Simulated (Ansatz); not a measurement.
# C$_{2}$H$_{7}$N$_{2}$Si (doublet): what the fields show

```csv
atom,x (Å),y (Å),z (Å)
N,-2.3108,0.7624,-0.6587
C,-1.4558,0.7594,0.2965
C,-0.7532,-0.5125,0.6913
N,0.1520,-0.9993,-0.3578
Si,1.6243,0.0313,-0.4931
H,-1.2883,1.6669,0.8672
H,-0.1972,-0.3558,1.6420
H,-1.5180,-1.2927,0.8925
H,-0.3392,-0.9918,-1.2812
H,2.3271,0.0618,0.7984
H,2.5173,-0.5278,-1.5186
H,1.2420,1.3982,-0.8785
```

⟨S²⟩ = 1.03, above the pure value of 0.75; not at a stationary point (largest force 1.8 eV/Å).

All numbers below come from SCF hf, Gaussian basis in Ansatz.

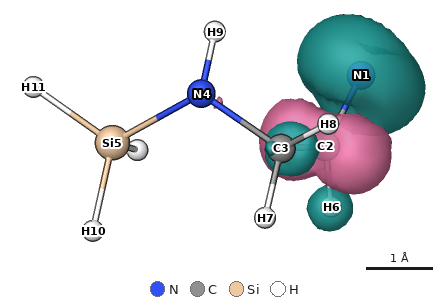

Figure 1. Isosurfaces of the spin density (α minus β) at +0.08 (teal) and −0.08 e/Å³ (pink), seen from one side.

> Where is the unpaired spin?

The unpaired spin (1 electron) lies mostly on N1 (about 1.3), in electrons by Hirshfeld's partition, with opposite, polarisation-induced spin on C2.

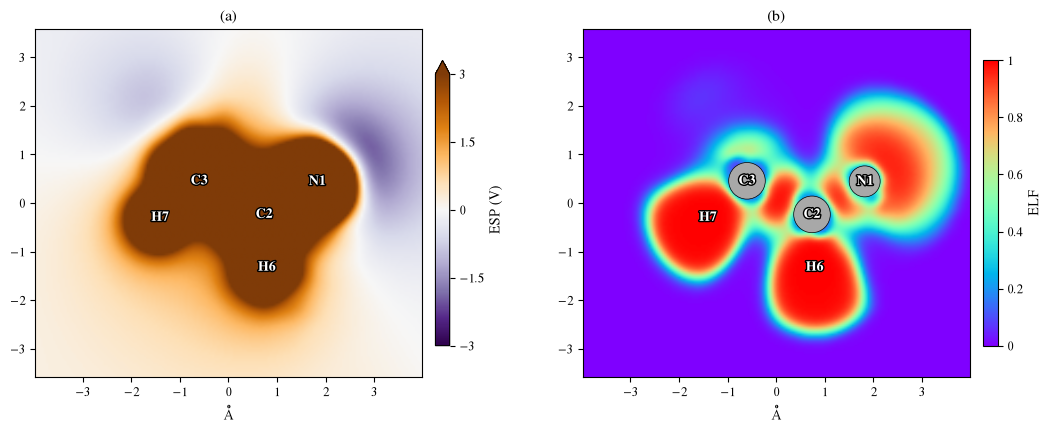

Figure 2. (a) molecular electrostatic potential; (b) electron localisation function on the plane of atoms C3, C2 and H6. Grey discs cover the atomic cores in the ELF map.

> What does the map show?

The section cuts through N, C and H sites.
C–N (1.28 Å): the ELF peaks at about 0.90 between the atoms (a covalent bond).
C–C (1.51 Å): the ELF peaks at about 1 between the atoms, as expected for a covalent bond.
C–H (1.09 Å): the ELF climbs to about 1 towards the hydrogen, as it does in any bond to H: an ordinary covalent bond to hydrogen.
The ELF also peaks beside N1, away from the bonds: non-bonding electrons, paired or unpaired.
Outside the dense part of the molecule the potential is most negative (−1.9 V) near N1.

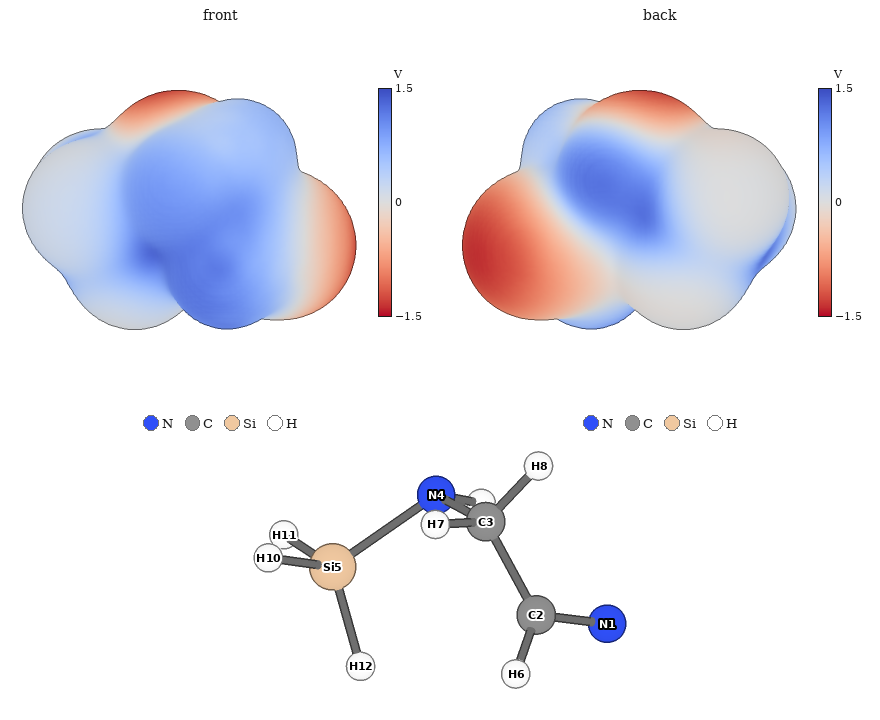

Figure 3. The molecular electrostatic potential painted on the density surface at 0.001 e/bohr³, seen from the front and from behind; red is negative and blue positive. The bare structure is drawn below in the same view.

> Describe the electrostatic potential map.

The most negative region (about −1.3 V) lies over N1, the most positive (about +1.2 V) over the C, H and Si atoms. N1 is the likeliest acceptor of a hydrogen bond.
